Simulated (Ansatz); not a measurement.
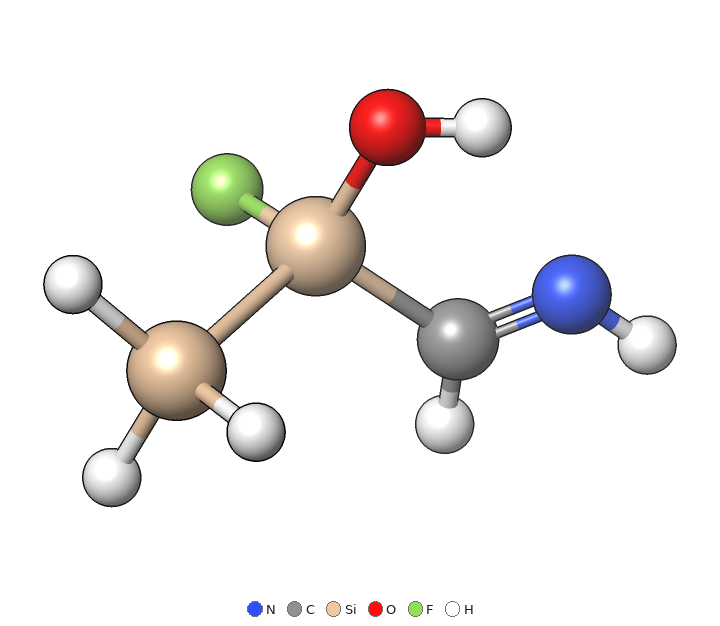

Computed geometry: PBE0-D4/def2-TZVP optimisation. No frequency run is at hand to confirm it as a minimum.

Give the structural formula.

SMILES: [H]/N=C/[Si@@](O)(F)[SiH3]

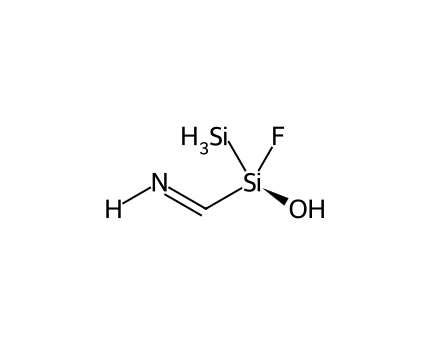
